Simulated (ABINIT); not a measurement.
# Quasiparticle gap of SnSe2 (P-3m1) in ABINIT, part 2 of 3

Aim: the G0W0 gap of SnSe2 (P-3m1) on LDA, step by step.

ABINIT 10.8.3; LDA and many-body steps on it, plane waves. Known limits of the many-body steps: not at the basis limit; mesh may overstate the screening; no spin-orbit coupling; coarse k mesh.

So far. Step 2 (Ground state): The gap is indirect, with the least direct gap 0.19 eV higher.

## (3) Bands along the symmetry lines

Level of this step: DFT, LDA, plane waves, norm-conserving pseudopotentials (ABINIT).

The cheap functional maps the bands first; the places of the edges decide which points the dearer methods must see.

run.abi

```
acell 3*1.0 Angstrom
rprim 
  3.810999999987 0.000000000003 0.000000000000
  -1.905499999996 3.300422813810 0.000000000000
  0.000000000000 0.000000000000 6.136000000000
ntypat 2
znucl 50 34
natom 3
typat 1 2 2
xred 
  0.000000000000 0.000000000000 0.000000000000
  0.333333333333 0.666666666667 0.249000000000
  0.666666666667 0.333333333333 0.751000000000
pp_dirpath "pseudos"
pseudos "Sn.upf, Se.upf"
ecut 48
iscf -2
irdden 1
kptopt 0
nkpt 39
kpt 
  0.00000000 0.00000000 0.00000000
  0.12500000 0.00000000 0.00000000
  0.25000000 0.00000000 0.00000000
  0.37500000 0.00000000 0.00000000
  0.50000000 0.00000000 0.00000000
  0.45833333 0.08333333 0.00000000
  0.41666666 0.16666666 0.00000000
  0.37500000 0.25000000 0.00000000
  0.33333333 0.33333333 0.00000000
  0.25000000 0.25000000 0.00000000
  0.16666666 0.16666666 0.00000000
  0.08333333 0.08333333 0.00000000
  0.00000000 0.00000000 0.00000000
  0.00000000 0.00000000 0.12500000
  0.00000000 0.00000000 0.25000000
  0.00000000 0.00000000 0.37500000
  0.00000000 0.00000000 0.50000000
  0.12500000 0.00000000 0.50000000
  0.25000000 0.00000000 0.50000000
  0.37500000 0.00000000 0.50000000
  0.50000000 0.00000000 0.50000000
  0.45833333 0.08333333 0.50000000
  0.41666666 0.16666666 0.50000000
  0.37500000 0.25000000 0.50000000
  0.33333333 0.33333333 0.50000000
  0.25000000 0.25000000 0.50000000
  0.16666666 0.16666666 0.50000000
  0.08333333 0.08333333 0.50000000
  0.00000000 0.00000000 0.50000000
  0.50000000 0.00000000 0.50000000
  0.50000000 0.00000000 0.37500000
  0.50000000 0.00000000 0.25000000
  0.50000000 0.00000000 0.12500000
  0.50000000 -0.00000000 0.00000000
  0.33333333 0.33333333 0.50000000
  0.33333333 0.33333333 0.37500000
  0.33333333 0.33333333 0.25000000
  0.33333333 0.33333333 0.12500000
  0.33333333 0.33333333 0.00000000
istwfk *1
nband 45
nbdbuf 5
tolwfr 1e-07
nstep 50
prtwf 0
prtvol 0
indata_prefix "in"
outdata_prefix "out"
tmpdata_prefix "tmp"
```

On the command line:

```bash
$ OMP_NUM_THREADS=1 mpirun -n 4 abinit run.abi > log
```

Numbers of over 12 decimals in the logs are rounded to 6 here.

The program printed:

```text
.Version 10.8.3 of ABINIT. v10.8.2 released Aug 2026.

 Symmetries : space group P-3 m 1 (#164); Bravais hP (primitive hexag.)
[... echo of the input left out ...]
== DATASET  1 ==================================================================
-   mpi_nproc: 4, omp_nthreads: 1 (-1 if OMP is not activated)

--- !DatasetInfo
iteration_state: {dtset: 1, }
dimensions: {natom: 3, nkpt: 39, mband: 45, nsppol: 1, nspinor: 1, nspden: 1, mpw: 8310, }
cutoff_energies: {ecut:  48.0, pawecutdg:  -1.0, }
electrons: {nelect:   7.00000000E+01, charge:   0.00000000E+00, occopt:   1.00000000E+00, tsmear:   1.00000000E-02, }

 Real(R)+Recip(G) space primitive vectors, cartesian coordinates (Bohr,Bohr^-1):
 R(1)=  7.2017463  0.0000000  0.0000000  G(1)=  0.1388552  0.0801681  0.0000000
 R(2)= -3.6008731  6.2368952  0.0000000  G(2)=  0.0000000  0.1603362  0.0000000
 R(3)=  0.0000000  0.0000000 11.5953595  G(3)=  0.0000000  0.0000000  0.0862414
 Unit cell volume ucvol=  5.2082339E+02 bohr^3
 Angles (23,13,12)=  9.00000000E+01  9.00000000E+01  1.20000000E+02 degrees

 getcut: wavevector=  0.0000  0.0000  0.0000  ngfft=  48  48  75
         ecut(hartree)=     48.000   => boxcut(ratio)=   2.04626

--- Pseudopotential description ------------------------------------------------
- Sn Generated using ONCVPSP code by D. R. Hamann
- 50.00000  22.00000  180309                  znucl, zion, pspdat
12 -1012 2 -1 1608                            pspcod,pspxc,lmax,lloc,mmax
     nproj     2     2     2
  pspatm : epsatm=   27.51067946
         --- l  ekb(1:nproj) -->
             0    9.730369   -0.593632
             1    3.965824   -0.290188
             2   -2.469055   -0.630375
 pspatm: atomic psp has been read  and splines computed

- Se Generated using ONCVPSP code by D. R. Hamann
- 34.00000  24.00000  180309                  znucl, zion, pspdat
12 -1012 2 -1 1198                            pspcod,pspxc,lmax,lloc,mmax
     nproj     2     2     2
  pspatm : epsatm=   25.89836092
         --- l  ekb(1:nproj) -->
[...]
pspatm: atomic psp has been read  and splines computed

--------------------------------------------------------------------------------

================================================================================
 prteigrs : about to open file out_EIG
 Non-SCF case, kpt    1 (  0.00000  0.00000  0.00000), residuals and eigenvalues=
  3.98E-08  9.69E-08  8.60E-09  7.27E-08  1.07E-08  2.15E-08  5.99E-08  2.44E-08
  3.63E-08  1.69E-08  6.84E-08  3.43E-08  2.89E-08  6.65E-08  2.06E-08  5.44E-08
  1.71E-08  6.00E-08  2.75E-08  8.52E-08  5.44E-08  5.55E-08  2.78E-08  4.59E-08
[...]
5.13E-08  4.60E-08  1.02E-06  5.46E-06  3.09E-05
 -7.3834E+00 -7.3834E+00 -5.1806E+00 -5.1806E+00 -5.1806E+00 -5.1806E+00
 -5.1789E+00 -5.1789E+00 -4.5393E+00 -2.9192E+00 -2.9192E+00 -2.9191E+00
[...]
3.59E-08  1.46E-07  5.17E-07  3.03E-06  1.60E-04
[...]
Non-SCF case, kpt   38 (  0.33333  0.33333  0.12500), residuals and eigenvalues=
[...]
Non-SCF case, kpt   39 (  0.33333  0.33333  0.00000), residuals and eigenvalues=
[...]
5.7188E-02  5.7188E-02  7.0537E-02  1.3742E-01  1.3742E-01  2.4165E-01
  4.3529E-01  4.3529E-01  4.5586E-01  4.6222E-01  5.0051E-01  5.0051E-01
[...]
--- !ResultsGS
iteration_state: {dtset: 1, }
comment   : Summary of ground state results
lattice_vectors:
- [  7.2017463,   0.0000000,   0.0000000, ]
- [ -3.6008731,   6.2368952,   0.0000000, ]
- [  0.0000000,   0.0000000,  11.5953595, ]
lattice_lengths: [   7.20175,    7.20175,   11.59536, ]
lattice_angles: [ 90.000,  90.000, 120.000, ] # degrees, (23, 13, 12)
lattice_volume:   5.2082339E+02
convergence: {deltae:  0.000E+00, res2:  0.000E+00, residm:  9.963E-08, diffor:  0.000E+00, }
etotal    :  -9.04485106E+02
entropy   :   0.00000000E+00
fermie    :   1.94218812E-01
cartesian_stress_tensor: null
pressure_GPa: null
xred      :
- [  0.0000E+00,   0.0000E+00,   0.0000E+00, Sn]
- [  3.3333E-01,   6.6667E-01,   2.4900E-01, Se]
- [  6.6667E-01,   3.3333E-01,   7.5100E-01, Se]
cartesian_forces: null
force_length_stats: {min: null, max: null, mean: null, }

 Integrated electronic density in atomic spheres:
 ------------------------------------------------
 Atom  Sphere_radius  Integrated_density
[...]
================================================================================

 ----iterations are completed or convergence reached----

 Mean square residual over all n,k,spin=   44.754E-09; max=  99.631E-09
 reduced coordinates (array xred) for    3 atoms
[...]
0.333333333333      0.666666666667      0.249000000000
       0.666666666667      0.333333333333      0.751000000000

 cartesian coordinates (angstrom) at end:
    1      0.000000     0.000000     0.000000
    2     -1.67e-12     2.200282     1.527864
    3      1.905500     1.100141     4.608136
 length scales=  1.889726125908  1.889726125908  1.889726125908 bohr
              =  1.000000000000  1.000000000000  1.000000000000 angstroms
 prteigrs : about to open file out_EIG
 Eigenvalues (hartree) for nkpt=  39  k points:
 kpt#   1, nband= 45, wtk=  1.00000, kpt=  0.0000  0.0000  0.0000 (reduced coord)
[...]
kpt#   2, nband= 45, wtk=  1.00000, kpt=  0.1250  0.0000  0.0000 (reduced coord)
[...]
kpt#   3, nband= 45, wtk=  1.00000, kpt=  0.2500  0.0000  0.0000 (reduced coord)
[...]
kpt#  38, nband= 45, wtk=  1.00000, kpt=  0.3333  0.3333  0.1250 (reduced coord)
[...]
0.50639    0.50639    0.60466    0.60466    0.61820
 kpt#  39, nband= 45, wtk=  1.00000, kpt=  0.3333  0.3333  0.0000 (reduced coord)
[...]
-0.58163   -0.58163   -0.58102   -0.24402   -0.24402   -0.08524    0.05719    0.05719
   0.07054    0.13742    0.13742    0.24165    0.43529    0.43529    0.45586    0.46222
   0.50051    0.50051    0.60168    0.60168    0.65767

== END DATASET(S) ==============================================================
================================================================================

 -outvars: echo values of variables after computation  --------
            nband          45
             nkpt          39
          spgroup         164
 [... the other variables as echoed above ...]

 Calculation completed.
```

It took 53 s on 4 MPI ranks of Arm Neoverse V2, shared host; peak memory 0.53 GiB.

Numbers from this step:

* gap: 0.6030 eV
* k of the valence top: 0.0833, 0.0833, 0
* k of the conduction bottom: 0.5, 0, 0.375
* least direct gap: 0.8757 eV

The gap is 0.603 eV, −0.082 eV from the run before at this level.

Electronic bands along the path, in eV, zero at the top of the highest filled band:

```tsv
point	band 32	band 33	band 34	band 35	band 36	band 37	band 38	band 39
Γ	-0.75	-0.43	-0.43	-0.05	0.82	2.76	4.50	4.50
M	-2.99	-2.74	-1.29	-0.34	1.01	3.60	5.29	5.34
K	-3.78	-3.42	-1.60	-1.60	1.24	6.51	6.51	7.07
Γ	-0.75	-0.43	-0.43	-0.05	0.82	2.76	4.50	4.50
A	-0.84	-0.84	-0.27	-0.27	2.27	2.71	4.22	4.22
L	-2.57	-2.06	-0.91	-0.74	0.70	4.08	4.67	5.75
H	-4.29	-3.80	-0.41	-0.41	2.39	4.56	4.56	6.05
A	-0.84	-0.84	-0.27	-0.27	2.27	2.71	4.22	4.22
jump to L	-2.57	-2.06	-0.91	-0.74	0.70	4.08	4.67	5.75
M	-2.99	-2.74	-1.29	-0.34	1.01	3.60	5.29	5.34
jump to H	-4.29	-3.80	-0.41	-0.41	2.39	4.56	4.56	6.05
K	-3.78	-3.42	-1.60	-1.60	1.24	6.51	6.51	7.07
```

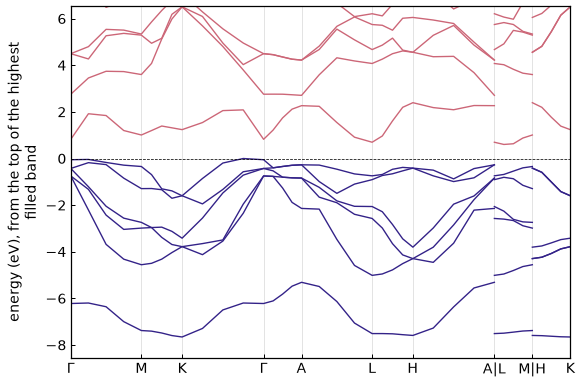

Electronic bands along the path; lines of filled and empty bands in two colours.

## (4) Empty states on the mesh, 3×3×2 mesh, 154 bands

The sums over transitions need many empty states on a uniform mesh; this step solves for them.

run.abi

```
acell 3*1.0 Angstrom
rprim 
  3.810999999987 0.000000000003 0.000000000000
  -1.905499999996 3.300422813810 0.000000000000
  0.000000000000 0.000000000000 6.136000000000
ntypat 2
znucl 50 34
natom 3
typat 1 2 2
xred 
  0.000000000000 0.000000000000 0.000000000000
  0.333333333333 0.666666666667 0.249000000000
  0.666666666667 0.333333333333 0.751000000000
pp_dirpath "pseudos"
pseudos "Sn.upf, Se.upf"
ecut 48
ngkpt 3 3 2
nshiftk 1
shiftk 0 0 0
kptopt 1
chksymbreak 0
iscf -2
irdden 1
istwfk *1
nband 154
nbdbuf 14
tolwfr 1e-09
nstep 60
prtvol 0
indata_prefix "in"
outdata_prefix "out"
tmpdata_prefix "tmp"
```

The program printed:

```text
.Version 10.8.3 of ABINIT. v10.8.2 released Aug 2026.

 Symmetries : space group P-3 m 1 (#164); Bravais hP (primitive hexag.)
[... echo of the input left out ...]
== DATASET  1 ==================================================================
-   mpi_nproc: 4, omp_nthreads: 1 (-1 if OMP is not activated)

--- !DatasetInfo
iteration_state: {dtset: 1, }
dimensions: {natom: 3, nkpt: 6, mband: 154, nsppol: 1, nspinor: 1, nspden: 1, mpw: 8305, }
cutoff_energies: {ecut:  48.0, pawecutdg:  -1.0, }
electrons: {nelect:   7.00000000E+01, charge:   0.00000000E+00, occopt:   1.00000000E+00, tsmear:   1.00000000E-02, }

 Real(R)+Recip(G) space primitive vectors, cartesian coordinates (Bohr,Bohr^-1):
 R(1)=  7.2017463  0.0000000  0.0000000  G(1)=  0.1388552  0.0801681  0.0000000
 R(2)= -3.6008731  6.2368952  0.0000000  G(2)=  0.0000000  0.1603362  0.0000000
 R(3)=  0.0000000  0.0000000 11.5953595  G(3)=  0.0000000  0.0000000  0.0862414
 Unit cell volume ucvol=  5.2082339E+02 bohr^3
 Angles (23,13,12)=  9.00000000E+01  9.00000000E+01  1.20000000E+02 degrees

 getcut: wavevector=  0.0000  0.0000  0.0000  ngfft=  48  48  75
         ecut(hartree)=     48.000   => boxcut(ratio)=   2.04626

--- Pseudopotential description ------------------------------------------------
- Sn Generated using ONCVPSP code by D. R. Hamann
- 50.00000  22.00000  180309                  znucl, zion, pspdat
12 -1012 2 -1 1608                            pspcod,pspxc,lmax,lloc,mmax
     nproj     2     2     2
  pspatm : epsatm=   27.51067946
         --- l  ekb(1:nproj) -->
             0    9.730369   -0.593632
             1    3.965824   -0.290188
             2   -2.469055   -0.630375
 pspatm: atomic psp has been read  and splines computed

- Se Generated using ONCVPSP code by D. R. Hamann
- 34.00000  24.00000  180309                  znucl, zion, pspdat
12 -1012 2 -1 1198                            pspcod,pspxc,lmax,lloc,mmax
     nproj     2     2     2
  pspatm : epsatm=   25.89836092
         --- l  ekb(1:nproj) -->
[...]
pspatm: atomic psp has been read  and splines computed

--------------------------------------------------------------------------------

================================================================================
 prteigrs : about to open file out_EIG
 Non-SCF case, kpt    1 (  0.00000  0.00000  0.00000), residuals and eigenvalues=
  9.62E-10  7.07E-10  2.74E-10  1.83E-10  1.63E-10  2.06E-10  1.36E-10  1.29E-10
  2.37E-10  5.22E-10  4.03E-10  6.88E-10  6.45E-11  2.25E-10  6.08E-11  1.01E-10
  8.18E-11  7.40E-11  9.33E-11  1.62E-10  7.04E-11  1.10E-10  1.34E-10  1.96E-10
[...]
1.28E-04  6.03E-04
 -7.3834E+00 -7.3834E+00 -5.1806E+00 -5.1806E+00 -5.1806E+00 -5.1806E+00
 -5.1789E+00 -5.1789E+00 -4.5393E+00 -2.9192E+00 -2.9192E+00 -2.9191E+00
 -1.5323E+00 -1.5323E+00 -1.5323E+00 -1.5323E+00 -1.5308E+00 -1.5308E+00
[...]
2.4837E+00  2.5549E+00  2.5549E+00  2.5716E+00  2.5836E+00  2.6129E+00
  2.6129E+00  2.6225E+00  2.6225E+00  2.6345E+00  2.6442E+00  2.6442E+00
  2.6712E+00  2.6774E+00  2.7120E+00  2.7598E+00
 prteigrs : prtvol=0 or 1, do not print more k-points.

--- !ResultsGS
iteration_state: {dtset: 1, }
comment   : Summary of ground state results
lattice_vectors:
- [  7.2017463,   0.0000000,   0.0000000, ]
- [ -3.6008731,   6.2368952,   0.0000000, ]
- [  0.0000000,   0.0000000,  11.5953595, ]
lattice_lengths: [   7.20175,    7.20175,   11.59536, ]
lattice_angles: [ 90.000,  90.000, 120.000, ] # degrees, (23, 13, 12)
lattice_volume:   5.2082339E+02
convergence: {deltae:  0.000E+00, res2:  0.000E+00, residm:  9.963E-10, diffor:  0.000E+00, }
etotal    :  -9.04485106E+02
entropy   :   0.00000000E+00
fermie    :   1.94218812E-01
cartesian_stress_tensor: null
pressure_GPa: null
xred      :
- [  0.0000E+00,   0.0000E+00,   0.0000E+00, Sn]
- [  3.3333E-01,   6.6667E-01,   2.4900E-01, Se]
- [  6.6667E-01,   3.3333E-01,   7.5100E-01, Se]
cartesian_forces: null
force_length_stats: {min: null, max: null, mean: null, }

 Integrated electronic density in atomic spheres:
 ------------------------------------------------
 Atom  Sphere_radius  Integrated_density
[...]
================================================================================

 ----iterations are completed or convergence reached----

 Mean square residual over all n,k,spin=   36.273E-11; max=  99.629E-11
 reduced coordinates (array xred) for    3 atoms
[...]
0.333333333333      0.666666666667      0.249000000000
       0.666666666667      0.333333333333      0.751000000000

 cartesian coordinates (angstrom) at end:
    1      0.000000     0.000000     0.000000
    2     -1.67e-12     2.200282     1.527864
    3      1.905500     1.100141     4.608136
 length scales=  1.889726125908  1.889726125908  1.889726125908 bohr
              =  1.000000000000  1.000000000000  1.000000000000 angstroms
 prteigrs : about to open file out_EIG
 Eigenvalues (hartree) for nkpt=   6  k points:
 kpt#   1, nband=154, wtk=  0.05556, kpt=  0.0000  0.0000  0.0000 (reduced coord)
[...]
2.47497    2.48370    2.48370    2.55493    2.55493    2.57158    2.58365    2.61286
   2.61286    2.62247    2.62247    2.63451    2.64420    2.64420    2.67117    2.67742
   2.71202    2.75977
 prteigrs : prtvol=0 or 1, do not print more k-points.

== END DATASET(S) ==============================================================
================================================================================

 -outvars: echo values of variables after computation  --------
            nband         154
             nkpt           6
          spgroup         164
 [... the other variables as echoed above ...]

 Calculation completed.
```

Elapsed: 68 s, on 4 MPI ranks; peak memory 0.45 GiB.

This step gave:

```yaml
gap: 0.8757 eV
k_of_the_valence_top: 0, 0, 0
k_of_the_conduction_bottom: 0, 0, 0
least_direct_gap: 0.8757 eV
k_points_computed: 6
lowest_point_of_the_top_converged_band_above_the_valence_top: 60.4030 eV
```

On this mesh the gap is 0.876 eV. The earlier step found 0.685 eV, so this mesh misses an edge.

## (5) Screening, 3×3×2 mesh, 140 bands, screening to 106.1 eV

The RPA dielectric matrix is built and inverted for each q.

This step: RPA screening on LDA, plane waves, norm-conserving pseudopotentials.

run.abi: that of step 4 with these lines changed.

```diff
@@ -21,10 +21,11 @@
 chksymbreak 0
-iscf -2
-irdden 1
 istwfk *1
-nband 154
-nbdbuf 14
-tolwfr 1e-09
-nstep 60
-prtvol 0
+occopt 1
+irdwfk 1
+optdriver 3
+nband 140
+ecuteps 3.9
+inclvkb 2
+awtr 1
+symchi 1
 indata_prefix "in"
```

The program printed:

```text
.Version 10.8.3 of ABINIT. v10.8.2 released Aug 2026.

 Symmetries : space group P-3 m 1 (#164); Bravais hP (primitive hexag.)
[... echo of the input left out ...]
== DATASET  1 ==================================================================
-   mpi_nproc: 4, omp_nthreads: 1 (-1 if OMP is not activated)

--- !DatasetInfo
iteration_state: {dtset: 1, }
dimensions: {natom: 3, nkpt: 6, mband: 140, nsppol: 1, nspinor: 1, nspden: 1, mpw: 8305, }
cutoff_energies: {ecut:  48.0, pawecutdg:  -1.0, }
electrons: {nelect:   7.00000000E+01, charge:   0.00000000E+00, occopt:   1.00000000E+00, tsmear:   1.00000000E-02, }

 SCREENING: Calculation of the susceptibility and dielectric matrices

 Based on a program developped by R.W. Godby, V. Olevano, G. Onida, and L. Reining.
 Incorporated in ABINIT by V. Olevano, G.-M. Rignanese, and M. Torrent.
.Using double precision arithmetic ; gwpc =  8

[... cell and pseudopotentials left out ...]
--------------------------------------------------------------------------------

 ==== K-mesh for the wavefunctions ====
 Number of points in the irreducible wedge :     6
[... list of points left out ...]
 Together with 12 symmetry operations and time-reversal symmetry
 yields    18 points in the full Brillouin Zone.

 ==== Q-mesh for the screening function ====
 Number of points in the irreducible wedge :     6
[... list of points left out ...]
 Together with 12 symmetry operations and time-reversal symmetry
 yields    18 points in the full Brillouin Zone.

 setmesh: FFT mesh size selected  =    25x   25x   48
          total number of points  =        30000

 vcoul_init : cutoff-mode = AUXILIARY_FUNCTION
 q-points for optical limit:   1
     1)      0.000010    0.000020    0.000030

- screening: taking advantage of time-reversal symmetry
- Maximum band index for partially occupied states nbvw = 35
- Remaining bands to be divided among processors   nbcw = 105
- Number of bands treated by each node ~26

 Number of electrons calculated from density =   70.0000; Expected =   70.0000
 average of density, n =  0.134403
 r_s =    1.2111
 omega_plasma =   35.3638 [eV]

 calculating chi0 at frequencies [eV] :
  1    0.000000E+00    0.000000E+00
  2    0.000000E+00    3.536384E+01

--------------------------------------------------------------------------------
  q-point number  1        q = ( 0.000000, 0.000000, 0.000000) [r.l.u.]
--------------------------------------------------------------------------------
[... chi0 elements left out ...]
 For q-point:  0.000010 0.000020 0.000030
  dielectric constant =  25.7477
  dielectric constant without local fields =  29.2126

  Average fulfillment of the sum rule on Im[epsilon] for q-point    1 :     38.23  [%]
[... wings left out ...]
  q-point number  2        q = ( 0.333333, 0.000000, 0.000000) [r.l.u.]
--------------------------------------------------------------------------------
[... chi0 elements left out ...]
  Average fulfillment of the sum rule on Im[epsilon] for q-point    2 :     41.03  [%]

 [... 4 further q-points ...]
```

It took 45 s on 4 MPI ranks; peak memory 1.3 GiB; 3 min of CPU time.

Numbers from this step:

- ε∞ with local fields, on this mesh, along the program's q direction: 25.75
- the same without local fields: 29.21
- plasma frequency: 35.36 eV
- plane waves in the screening matrix: 197

Local fields lower ε∞ by 12 %. On a Γ-centred mesh this coarse the value itself is usually too large, while a short band sum pulls it down.

[end of part 2 of 3]

[Paths, hosts, dates, memory and timing lines, banners, echoed tables and standing remarks are left out of the program output.]

[Logs are printed without paths, hosts, clocks, repeated set-up lines and the standing remarks that a program may print on its own settings, such as how far it seeks lower states.]

[Runs of the session that timed out or met a known fault of the program may be left out.]

[Hosts, paths, dates, database ids (printed as entryN), source tags and the programs' standing remarks are cut or masked in the printed files.]

[G0W0 gaps are taken among the corrected bands and points alone; a level outside them can change the order at an edge.]

[Where Ansatz stands beside ABINIT at settings called matched, ABINIT's density can come from a denser mesh and the files from another edition; pairs whose starting gaps differed by over 0.03 eV were left out, so agreement reads better than it is.]
